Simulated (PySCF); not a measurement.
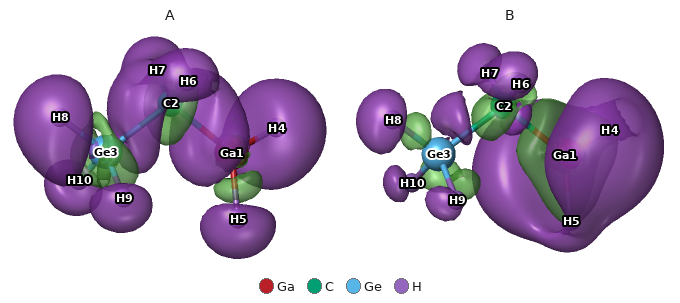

CH$_{7}$GaGe, SMILES `[GaH2][CH2][GeH3]`. The two Fukui functions at ±0.01 e/Å³ (purple positive, green negative).

PySCF calculation, BP86/def2-SVP, gas phase; geometry: GFN2-xTB. No frequency check shows the geometry to be a minimum. GFN2-xTB bond lengths at metals and heavier atoms can be off by up to 0.1 Å and shapes distorted, which carries into these values.

Question: Which panel is f⁻ (electron removed) and which f⁺ (electron added)?

Answer: A is f⁻, B is f⁺. f⁻ (Hirshfeld-condensed) is largest on Ga1 (0.21), H4 (0.18) and Ge3 (0.14); the vertical ionisation energy is 9.56 eV. f⁺ (Hirshfeld-condensed) is largest on Ga1 (0.61); the vertical electron affinity is 0.07 eV (the stability of the anion's solution wasn't checked; the anion's highest orbital has positive energy, so this value and f⁺ depend on the basis).

Question: What chemical potential and hardness follow from the two energies?

Answer: μ = −(I + A)/2 = −4.81 eV and η = I − A = 9.49 eV.

Cost of the run: 2.2 min on 1 thread of Intel(R) Xeon(R) Platinum 8488C (Sapphire Rapids), with other jobs on the host, peak memory 0.61 GiB.
